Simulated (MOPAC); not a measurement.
## Run report: C₃H₂F₄, frequency calculation (part 1 of 3)

The run: frequency calculation of C₃H₂F₄. Method and program: RM1, RHF (MOPAC 23.2.5).

The geometry was optimised with RM1.

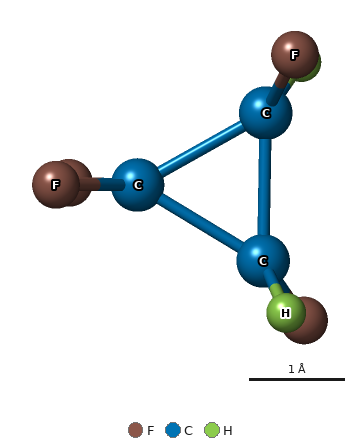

*The structure (ball-and-stick view, seen at a tilt).*

**Input file (job.mop)**
```
RM1 FORCE THERMO AUX(PRECISION=9) THREADS=1
C3H2F4 frequencies

F     -0.900897 +1    -0.458848 +1     1.691136 +1
C      0.053648 +1    -0.510498 +1     0.765967 +1
C     -0.408685 +1    -0.399046 +1    -0.716642 +1
F      0.259350 +1    -1.131972 +1    -1.603350 +1
C      0.340780 +1     0.777366 +1    -0.044272 +1
F     -0.292980 +1     1.917673 +1     0.201421 +1
F      1.587297 +1     1.095618 +1    -0.371580 +1
H      0.885877 +1    -1.181315 +1     1.048017 +1
H     -1.480740 +1    -0.298123 +1    -0.966905 +1
```

Command:
```bash
mopac job.mop
```

**Output**
```
MOPAC v23.2.5
RM1 CALCULATION RESULTS

 *  RM1        - The RM1 Hamiltonian to be used
 *  FORCE      - FORCE CALCULATION SPECIFIED
 *  THREADS=1  - MULTI-THREADING NOT USED
 *  AUX        - OUTPUT AUXILIARY INFORMATION
 *  THERMO     - THERMODYNAMIC QUANTITIES TO BE CALCULATED
RM1 FORCE THERMO AUX(PRECISION=9) THREADS=1
 C3H2F4 frequencies

   ATOM   CHEMICAL          X               Y               Z
  NUMBER   SYMBOL      (ANGSTROMS)     (ANGSTROMS)     (ANGSTROMS)

     1       F         -0.90089700  *  -0.45884800  *   1.69113600  *
     2       C          0.05364800  *  -0.51049800  *   0.76596700  *
     3       C         -0.40868500  *  -0.39904600  *  -0.71664200  *
     4       F          0.25935000  *  -1.13197200  *  -1.60335000  *
     5       C          0.34078000  *   0.77736600  *  -0.04427200  *
     6       F         -0.29298000  *   1.91767300  *   0.20142100  *
     7       F          1.58729700  *   1.09561800  *  -0.37158000  *
     8       H          0.88587700  *  -1.18131500  *   1.04801700  *
     9       H         -1.48074000  *  -0.29812300  *  -0.96690500  *

          CARTESIAN COORDINATES

    NO.       ATOM           X           Y           Z

     1         F         -0.9009     -0.4588      1.6911
     2         C          0.0536     -0.5105      0.7660
     3         C         -0.4087     -0.3990     -0.7166
     4         F          0.2594     -1.1320     -1.6034
     5         C          0.3408      0.7774     -0.0443
     6         F         -0.2930      1.9177      0.2014
     7         F          1.5873      1.0956     -0.3716
     8         H          0.8859     -1.1813      1.0480
     9         H         -1.4807     -0.2981     -0.9669

           Empirical Formula: C3 H2 F4  =     9 atoms

      MOLECULAR POINT GROUP   :   C2

      RHF CALCULATION, NO. OF DOUBLY OCCUPIED LEVELS = 21

          HEAT OF FORMATION =    -160.734531 KCALS/MOLE

          CARTESIAN COORDINATE DERIVATIVES

   NUMBER  ATOM         X            Y            Z

     1       F     -0.006155    -0.037900     0.007132
     2       C     -0.019891     0.068719     0.021487
     3       C      0.053413    -0.019520    -0.023321
     4       F     -0.027699     0.018933     0.002481
     5       C      0.027778    -0.055695     0.026207
     6       F     -0.027784     0.024549    -0.021960
     7       F      0.006303     0.004676     0.010183
     8       H     -0.010548     0.003706    -0.021128
     9       H      0.004583    -0.007467    -0.001080

 DIPOLE           X         Y         Z       TOTAL
 POINT-CHG.    -0.384     0.192    -1.317     1.386
 HYBRID         0.032    -0.016     0.110     0.116
 SUM           -0.352     0.176    -1.207     1.270

          GRADIENT NORM =   0.13873

          MOLECULAR WEIGHT =  114.04

          ROTATIONAL CONSTANTS IN CM(-1)

          A =    0.09558913   B =    0.09205010   C =    0.05881014

           PRINCIPAL MOMENTS OF INERTIA IN UNITS OF 10**(-40)*GRAM-CM**2

          A =      292.8445   B =      304.1034   C =      475.9851

          ORIENTATION OF MOLECULE IN FORCE CALCULATION

    NO.       ATOM         X         Y         Z

     1          F      -1.8784   -0.5965   -0.6864
     2          C      -0.5481   -0.5965   -0.6864
     3          C       0.1469    0.7968   -0.6864
     4          F       1.2714    0.8991   -1.3898
     5          C       0.1714   -0.0855    0.5859
     6          F      -0.4985    0.2887    1.6692
     7          F       1.2811   -0.6789    1.0086
     8          H      -0.1210   -1.4395   -1.2602
     9          H      -0.4522    1.7257   -0.7011

    FIRST DERIVATIVES WILL BE USED IN THE CALCULATION OF SECOND DERIVATIVES

          ESTIMATED TIME TO COMPLETE CALCULATION =        0.42 SECONDS

    FOR POINT-GROUP C2   THERE ARE   2 UNIQUE SYMMETRY FUNCTIONS.

 STEP:   1 TIME =     0.01 SECS, INTEGRAL =      0.01 TIME LEFT: 172799.99
 STEP:   2 TIME =     0.01 SECS, INTEGRAL =      0.02 TIME LEFT: 172799.98
 STEP:   3 TIME =     0.00 SECS, INTEGRAL =      0.02 TIME LEFT: 172799.98
 STEP:   4 TIME =     0.00 SECS, INTEGRAL =      0.02 TIME LEFT: 172799.98
 STEP:   5 TIME =     0.00 SECS, INTEGRAL =      0.02 TIME LEFT: 172799.98
 STEP:   6 TIME =     0.00 SECS, INTEGRAL =      0.02 TIME LEFT: 172799.98
 STEP:   7                       INTEGRAL =      0.02 TIME LEFT: 172799.98
 STEP:   8                       INTEGRAL =      0.02 TIME LEFT: 172799.98
 STEP:   9                       INTEGRAL =      0.02 TIME LEFT: 172799.98
 STEP:  10                       INTEGRAL =      0.02 TIME LEFT: 172799.98
 STEP:  11                       INTEGRAL =      0.02 TIME LEFT: 172799.98
 STEP:  12                       INTEGRAL =      0.02 TIME LEFT: 172799.98
 STEP:  13 TIME =     0.01 SECS, INTEGRAL =      0.02 TIME LEFT: 172799.98
 STEP:  14 TIME =     0.00 SECS, INTEGRAL =      0.02 TIME LEFT: 172799.98
 STEP:  15 TIME =     0.00 SECS, INTEGRAL =      0.02 TIME LEFT: 172799.98
 STEP:  16 TIME =     0.00 SECS, INTEGRAL =      0.02 TIME LEFT: 172799.98
 STEP:  17 TIME =     0.00 SECS, INTEGRAL =      0.02 TIME LEFT: 172799.98
 STEP:  18 TIME =     0.01 SECS, INTEGRAL =      0.03 TIME LEFT: 172799.97
 STEP:  19                       INTEGRAL =      0.03 TIME LEFT: 172799.97
 STEP:  20                       INTEGRAL =      0.03 TIME LEFT: 172799.97
 STEP:  21                       INTEGRAL =      0.03 TIME LEFT: 172799.97
 STEP:  22 TIME =     0.01 SECS, INTEGRAL =      0.04 TIME LEFT: 172799.96
 STEP:  23 TIME =     0.00 SECS, INTEGRAL =      0.04 TIME LEFT: 172799.96
 STEP:  24 TIME =     0.01 SECS, INTEGRAL =      0.05 TIME LEFT: 172799.95
 STEP:  25                       INTEGRAL =      0.05 TIME LEFT: 172799.95
 STEP:  26                       INTEGRAL =      0.05 TIME LEFT: 172799.95
 STEP:  27                       INTEGRAL =      0.05 TIME LEFT: 172799.95

(To convert to Hartree/Bohr^2, multiply by (10^(-21) x N x a0^2)/(4.184 x 627.51) =  0.0642)

           FORCE MATRIX IN MILLIDYNES/ANGSTROM

                  F  1       C  2       C  3       F  4       C  5       F  6
 ------------------------------------------------------------------------------
     F    1  12.479841
     C    2  11.002973  17.778145
     C    3   0.790321   3.282277  17.778145
     F    4   0.114557   0.790737  11.002973  12.479841
     C    5   0.784637   3.358892   3.358222   0.784214  21.987516
     F    6   0.065932   0.701644   0.645106   0.110939  10.944300  13.120246
     F    7   0.110953   0.644615   0.701455   0.065951  10.946708   2.027261
     H    8   0.572456   4.353888   0.461840   0.031446   0.441548   0.068168
     H    9   0.031432   0.461048   4.353105   0.571969   0.441820   0.027154

                  F  7       H  8       H  9
 ------------------------------------------
     F    7  13.120246
     H    8   0.026995   5.000955
     H    9   0.068294   0.036919   5.000955

          HEAT OF FORMATION =    -160.734531 KCALS/MOLE

          ZERO POINT ENERGY      33.301 KCAL/MOL

           NORMAL COORDINATE ANALYSIS (Total motion = 1 Angstrom)

   Root No.       1         2         3         4         5         6         7         8

                 1 A       1 B       2 A       2 B       3 B       3 A       4 A       4 B

                 183.8     213.4     256.7     342.3     428.7     503.6     565.8     648.3

           1   -0.0249    0.0463   -0.0218    0.0186    0.0492   -0.0998   -0.0697   -0.0313
           2    0.0922    0.0329   -0.0936   -0.0833    0.0257   -0.0561   -0.0402   -0.0063
           3    0.0921    0.1363    0.1597    0.0099    0.0248   -0.0026   -0.0268   -0.0337
           4   -0.0214    0.0482   -0.0206    0.0125    0.0470   -0.0854   -0.0599   -0.0239
           5    0.0086    0.0198   -0.0037    0.1136   -0.0400    0.0318    0.0003    0.0254
           6   -0.0193   -0.0206   -0.0450   -0.0110    0.0541   -0.0490    0.1024    0.0981
           7    0.0071    0.0532   -0.0064    0.0252    0.0077    0.0436    0.1051   -0.0704
           8   -0.0016    0.0173    0.0169    0.1074   -0.0207   -0.0111   -0.0225    0.0482
           9   -0.0292   -0.0039   -0.0462    0.0319   -0.0791   -0.0930    0.0505   -0.0596
          10    0.0630   -0.0309    0.1104    0.0039    0.0302    0.0874    0.0477   -0.0089
          11   -0.1110    0.0707    0.0499   -0.0760    0.0350    0.0624    0.0511   -0.0175
          12    0.0368   -0.1259    0.1413   -0.0397   -0.0394   -0.0402   -0.0480    0.0421
          13   -0.0085    0.0585   -0.0209   -0.0082   -0.0365   -0.0129    0.0128    0.1191
          14    0.0042   -0.0321    0.0103    0.0607    0.0767    0.0063   -0.0063    0.1109
          15   -0.0288   -0.0219   -0.0711    0.0112    0.0219   -0.0436    0.0435   -0.0190
          16   -0.1108   -0.0944   -0.0106   -0.0173   -0.0264    0.0939   -0.0703    0.0011
          17   -0.1727   -0.0380    0.0737   -0.0234   -0.0393   -0.0694    0.0153   -0.0391
          18   -0.0322   -0.1090   -0.0899    0.0363    0.0715    0.0558   -0.0138   -0.0593
          19    0.0896   -0.0245   -0.0445   -0.0357   -0.0633   -0.0443    0.0506    0.0294
          20    0.1832   -0.0725   -0.0465   -0.0143   -0.0211    0.0447   -0.0057   -0.0532
          21   -0.0396    0.1280   -0.0975   -0.0261   -0.0538    0.1132   -0.0524    0.0369
          22   -0.0989   -0.0065   -0.0419    0.0925    0.0453   -0.1149   -0.0557   -0.0038
          23    0.0001    0.0497    0.0245    0.1881   -0.1274    0.0212   -0.0555   -0.0307
          24   -0.0570   -0.1002   -0.0987   -0.0723    0.1830   -0.0561    0.1844    0.1940
          25    0.0530    0.0519   -0.0192    0.1309   -0.0691    0.0656    0.1495   -0.1087
          26    0.0224    0.0211    0.0055    0.1691   -0.0711    0.0033    0.0094    0.0210
          27   -0.0987    0.0971   -0.1081    0.0583   -0.2048   -0.1117    0.1333   -0.1622

   Root No.       9        10        11        12        13        14        15        16

                 5 A       5 B       6 A       6 B       7 A       8 A       7 B       9 A

                 829.1     922.2    1012.8    1035.5    1130.4    1193.4    1194.1    1664.3

           1   -0.0114   -0.0228    0.0091   -0.0081   -0.0201   -0.0324   -0.0204   -0.0782
           2   -0.0072   -0.0004   -0.0029   -0.0067    0.0033    0.0102    0.0101    0.0005
           3    0.0006    0.0042    0.0076    0.0078   -0.0009    0.0067    0.0069   -0.0010
           4   -0.0031   -0.0131    0.0018   -0.0018   -0.0007   -0.0038   -0.0078    0.1321
           5    0.0809   -0.0677    0.0427    0.0422   -0.1344   -0.0326   -0.0231   -0.0044
           6   -0.0648   -0.1185   -0.0549   -0.0698   -0.0591   -0.0201   -0.0157   -0.0183
           7   -0.0381    0.0468   -0.0341    0.0389   -0.0203   -0.0050    0.0000   -0.1207
           8   -0.0607   -0.0971   -0.0269    0.0221    0.1448    0.0369   -0.0269   -0.0012
           9   -0.0750    0.0846   -0.0544    0.0682   -0.0127   -0.0097    0.0107    0.0568
          10    0.0106   -0.0215   -0.0034   -0.0115    0.0164    0.0301   -0.0201    0.0653
          11    0.0076   -0.0010    0.0001   -0.0050   -0.0014   -0.0091    0.0100    0.0059
          12   -0.0036    0.0087    0.0117   -0.0037   -0.0121   -0.0145    0.0080   -0.0426
          13    0.0265    0.0952    0.0018   -0.0050    0.0033   -0.0001   -0.0025    0.0562
          14   -0.0131    0.1934   -0.0009   -0.0100   -0.0016    0.0001    0.0035   -0.0277
          15    0.0901    0.0000    0.0062    0.0000    0.0111   -0.0004    0.0013    0.1905
          16   -0.0592   -0.0131   -0.0057    0.0036   -0.0302   -0.0057    0.0029    0.0416
          17    0.0324   -0.0070    0.0018   -0.0011    0.0207    0.0033   -0.0019   -0.0210
          18    0.0529    0.0186    0.0074   -0.0068    0.0444    0.0081   -0.0048   -0.0696
          19    0.0754   -0.0214    0.0086    0.0066    0.0474    0.0088    0.0049   -0.0705
          20   -0.0404   -0.0029   -0.0032   -0.0026   -0.0293   -0.0048   -0.0029    0.0351
          21    0.0028   -0.0098    0.0025    0.0033    0.0143    0.0027    0.0019   -0.0284
          22   -0.0212   -0.0809    0.0160   -0.0102   -0.1676    0.3995    0.4186   -0.0519
          23    0.1561   -0.0365   -0.2223   -0.2239   -0.2029    0.0970    0.1098   -0.0855
          24   -0.1936   -0.1884    0.3386    0.3215   -0.0573    0.0652    0.0736   -0.0299
          25   -0.0971    0.0291    0.1839   -0.1970    0.1266   -0.3097    0.3222    0.0345
          26   -0.0979   -0.0907    0.1239   -0.1320    0.2231   -0.1413    0.1572    0.0941
          27   -0.2082    0.1852    0.3393   -0.3120   -0.0822    0.2397   -0.2533   -0.0293

   Root No.      17        18        19        20        21

                 8 B       9 B      10 A      11 A      10 B

                1675.6    1768.3    1774.1    2971.6    2980.7

           1   -0.1374    0.0081    0.0735    0.0009   -0.0009
           2   -0.0039    0.0003   -0.0008   -0.0000   -0.0002
           3   -0.0006   -0.0046    0.0007    0.0001   -0.0000
           4    0.2295   -0.0302   -0.1708   -0.0154    0.0154
           5    0.0127    0.0070   -0.0469    0.0275   -0.0289
           6    0.0137    0.0080   -0.0391    0.0198   -0.0188
           7    0.1871   -0.0292    0.1267    0.0214    0.0207
           8    0.0336    0.0065    0.0686   -0.0304   -0.0316
           9   -0.1298    0.0115   -0.1101    0.0005   -0.0007
          10   -0.1159    0.0093   -0.0616   -0.0007   -0.0007
          11   -0.0145   -0.0002   -0.0050   -0.0000   -0.0003
          12    0.0726   -0.0005    0.0398    0.0005    0.0004
          13    0.0145    0.3481    0.0620    0.0004    0.0002
          14   -0.0229   -0.1891   -0.0305   -0.0002   -0.0023
          15   -0.0076   -0.1301    0.2102    0.0012   -0.0004
          16   -0.0061   -0.0773    0.0326    0.0001   -0.0000
          17    0.0041    0.0430   -0.0202   -0.0002    0.0001
          18    0.0148    0.1219   -0.0570   -0.0003    0.0004
          19   -0.0127   -0.1267   -0.0562   -0.0002   -0.0002
          20    0.0074    0.0674    0.0318    0.0003    0.0002
          21   -0.0076   -0.0458   -0.0234   -0.0002   -0.0003
          22   -0.0228    0.0635    0.0470    0.1643   -0.1605
          23   -0.0632   -0.0073    0.0457   -0.3552    0.3574
          24   -0.0763    0.0763    0.0061   -0.2435    0.2407
          25    0.0165    0.0123   -0.0399   -0.2407   -0.2358
          26   -0.0825    0.0179   -0.0491    0.3928    0.3944
          27    0.0570   -0.0971    0.0181   -0.0156   -0.0148

           MASS-WEIGHTED COORDINATE ANALYSIS (NORMAL COORDINATES)

   Root No.       1         2         3         4         5         6         7         8

                 1 A       1 B       2 A       2 B       3 B       3 A       4 A       4 B

                 183.8     213.4     256.7     342.3     428.7     503.6     565.8     648.3
```
